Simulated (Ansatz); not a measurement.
One crystal and one scan (scan of one atom of the cell) at two levels, PBE (plane waves to 420 eV, PAW, scalar-relativistic; Ansatz, an electronic-structure program) and r2SCAN (plane waves to 500 eV, PAW, scalar-relativistic; Ansatz), each from its own relaxed cell and on its own mesh. The cell shown is that of PBE.

GaN (wurtzite)

```yaml
crystal:
  lattice:
    - [3.21838, 0.00000, 0.00000]
    - [-1.60919, 2.78720, 0.00000]
    - [0.00000, 0.00000, 5.24320]
  atoms:
    - { symbol: Ga, position: [0.66667, 0.33333, 0.00096] }
    - { symbol: Ga, position: [0.33333, 0.66667, 0.50096] }
    - { symbol: N, position: [0.66667, 0.33333, 0.62424] }
    - { symbol: N, position: [0.33333, 0.66667, 0.12424] }
```

In each cell atom 2 (Ga, nearest neighbour N at 1.967 Å; its periodic images, 3.2 Å or more away, move with it) moves by s·(0.707, 0.707, 0.000) (along Cartesian [110]), the rest being held.

The energy includes the smearing's −TS. GaN was relaxed with its symmetry unable to fall. Percentages come from the unrounded values.

```
quantity                                                            PBE  r2SCAN     PBE − r2SCAN
----------------------------------------------------------------  -----  ------  ---------------
Lattice constant a (Å)                                            3.218   3.183  +0.035 (+1.1 %)
Lattice constant c (Å)                                            5.243   5.184  +0.059 (+1.1 %)
Relaxed volume (Å³/atom)                                          11.76   11.37   +0.39 (+3.4 %)
Force constant k = d²E/ds² at s = 0 (finite differences) (eV/Å²)  12.15   13.58    -1.43 (-11 %)
```

PBE gives the higher value for: lattice constant a; lattice constant c; relaxed volume. PBE gives the lower value for: force constant k = d²E/ds² at s = 0. Both give the same shape of the curve: a single well with its minimum at or next to zero displacement. Neither level is exact: the differences show how much the result hangs on the functional.

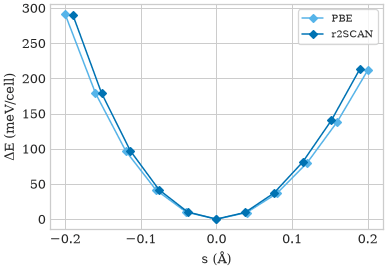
Fig. 1. ΔE, each from the undisplaced structure of its own level.

(A displaced cell: forces are minus the slopes of the energy, force constants its curvatures, and phonons follow from these.)
